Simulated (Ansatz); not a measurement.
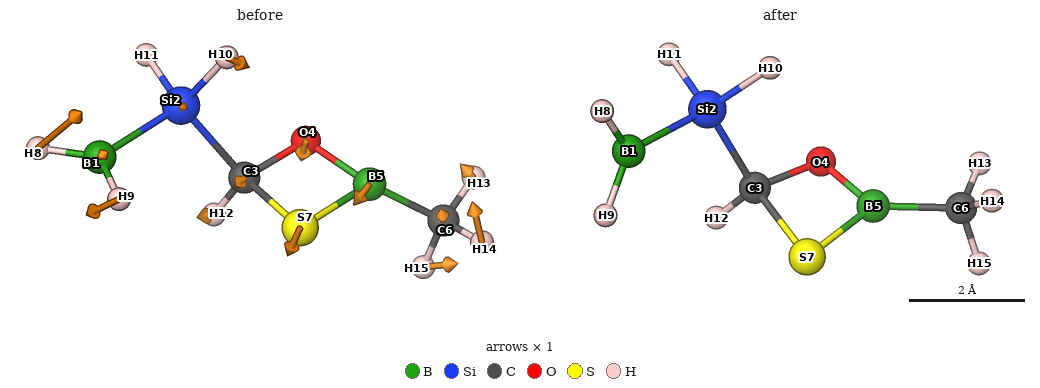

The structure of C2H8B2OSSi before (left) and after (right) a relaxation, at one scale. The orange arrows give the displacements, at their true length.

Style: ball-and-stick. Shown at a tilt.

The run prepares an end point of a later path (torsion) calculation, from a guessed geometry.

The calculation used Ansatz 0.2.0, RKS PBE0-D4/6-31G*. (no spin polarisation; force threshold 0.015 eV/Å; at most 40 steps)

### Describe what moved and what it gained.

The atom that moves furthest after the best rigid fit is H8 (1.64 Å). Largest moves by element: H 1.64 Å, S 0.69 Å, O 0.55 Å, B 0.54 Å, C 0.34 Å, Si 0.16 Å. Near-neighbour distances that change, for instance: B5–S7 1.909 → 1.836 Å, O4–B5 1.447 → 1.374 Å, B1–H8 1.131 → 1.198 Å, C3–O4 1.372 → 1.434 Å. Bond angles that change, for instance: O4–B5–S7 87.7° → 98.7°, H8–B1–H9 123.9° → 117.3°, O4–C3–H12 116.1° → 109.8°. Groups turn about B1–Si2 by about 75°. The energy falls by 118.0 kJ/mol in 32 accepted moves (38 points after the start). The largest force component goes from 3.7 to 0.0093 eV/Å. The line search rejected the trial steps at points 12, 16, 18, 29, 31, 32 of the run. The forces were under the threshold at step 23, but the run went on from there. Cost: 4.1 min on 2 threads of Intel(R) Xeon(R) Platinum 8488C (Sapphire Rapids) (shared host), peak memory 0.37 GiB.
